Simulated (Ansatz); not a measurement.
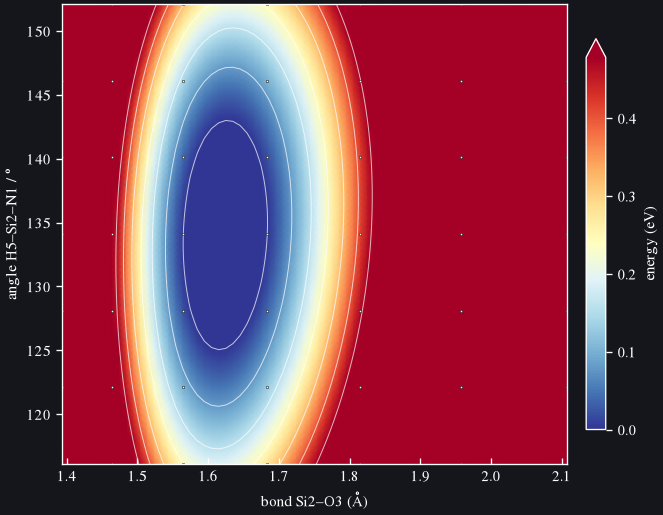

H₃NOSi, SMILES N=[SiH]O. 
- Two internal coordinates are moved rigidly from the geometry relaxed at PBE0-D4/def2-TZVP, all others fixed.
- First axis: bond Si2–O3. Second axis: angle H5–Si2–N1.
- The scan uses a 7 × 7 grid.
- All energies are given in eV relative to the lowest grid point.
- Computed with Ansatz 0.2.0, RKS PBE0-D4/def2-TZVPP.

In the figure: a smooth colour map with a few white contour lines, dots at the grid points, one colour for all values above the top of the scale. Between grid points the surface is interpolated.

> Estimate the position of the minimum and the force constants in these coordinates.

The interpolated minimum is at bond Si2–O3 ≈ 1.621 Å, angle H5–Si2–N1 ≈ 134.1°. The curvatures there are about 36 eV/Å² and 5.5 eV/rad², with a cross term of about −1 eV/(Å·rad). Round the minimum the two coordinates are weakly coupled (coupling −0.10 in units of the two stiffnesses).
